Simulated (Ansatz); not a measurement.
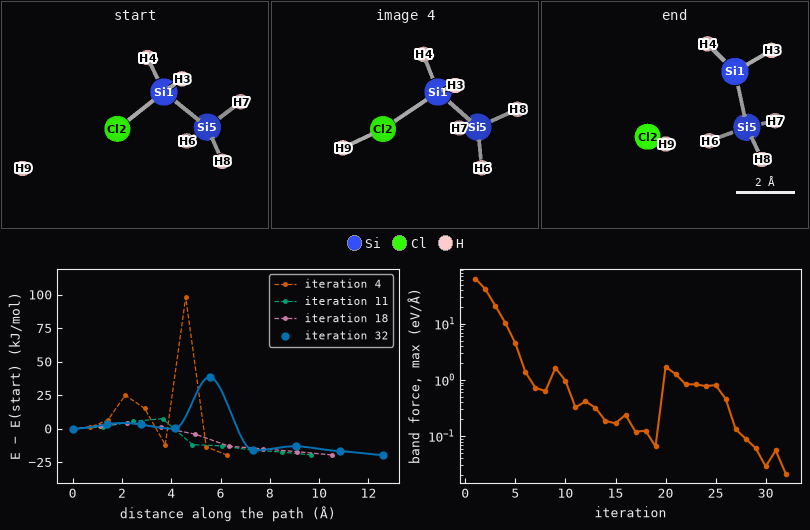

NEB run on Si$_{2}$H$_{6}$Cl (multiplicity 2), made up at the start of Si₂H₅Cl and H. Images are numbered from 0 (start) to 8 (end). The plot follows the band through its iterations. A ball-and-stick model, seen at a tilt.

Method: Ansatz, UKS revPBE-D4/cc-pVDZ. Settings: 7 movable images; climbing image; force threshold 0.03 eV/Å; iteration limit 60; starting path through a guess of the saddle point.

Q: Judge this run.

A: The run is converged, with reservations. The band converged in 32 iterations. The largest component of the band force went from 64 to 0.022 eV/Å. The climbing image converged on the top of the path. Its vibrational analysis gives one imaginary mode (519i cm⁻¹), as a transition state must have. The first iteration put the highest image at 1480.0 kJ/mol. The highest point, image 4, lies 38.6 kJ/mol above the start and 58.2 kJ/mol above the end; the end is at −19.6 kJ/mol relative to the start. The profile has 3 maxima (images 1, 4, 6) with a dip at image 3, 5 (+0.3 kJ/mol, −16.1 kJ/mol), so the process runs in steps.

Limits of the set-up: the start holds two separate molecules, 3.6 Å apart at their closest, whose relative position is a soft coordinate.

Cost: 8.5 min on 2 threads of Intel(R) Xeon(R) Platinum 8175M CPU @ 2.50GHz (Skylake/Cascade Lake), with other jobs on the host, peak memory 0.2 GiB.
